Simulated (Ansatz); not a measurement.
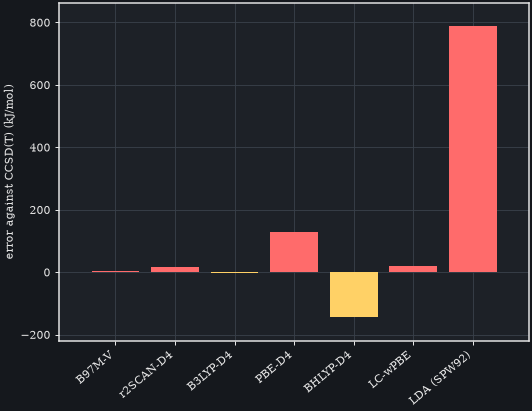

Error in the electronic atomisation energy (method less reference, so positive means overbinding) of C₄H₈O, SMILES C1CCOC1: functionals in def2-TZVPP against frozen-core CCSD(T) at the limit (MP2 extrapolated from triple and quadruple zeta, plus CCSD(T) less MP2 in a smaller set), which gives 5276.1 kJ/mol, at a PBE0-D4/def2-TZVP geometry (a minimum by its frequencies), no zero-point or spin-orbit term, the Ansatz code 0.2.0. The reference leaves out core correlation, a term that grows with the number of heavy atoms. No dispersion term is added to LC-wPBE.

Which of these levels overbind, and which underbind?

Answer. Overbind: PBE-D4 and LDA (SPW92). Underbind: BHLYP-D4. Within 25 kJ/mol of zero, too close to call in view of what the reference leaves out: B97M-V, r2SCAN-D4, B3LYP-D4 and LC-wPBE.

Give the values.

Answer.
```tsv
level	kJ/mol
B97M-V	3.7
r2SCAN-D4	16.1
B3LYP-D4	−2.2
PBE-D4	128.1
BHLYP-D4	−145.0
LC-wPBE	18.2
LDA (SPW92)	787.5
```

Limits of at least one run: one conformer of a flexible molecule.
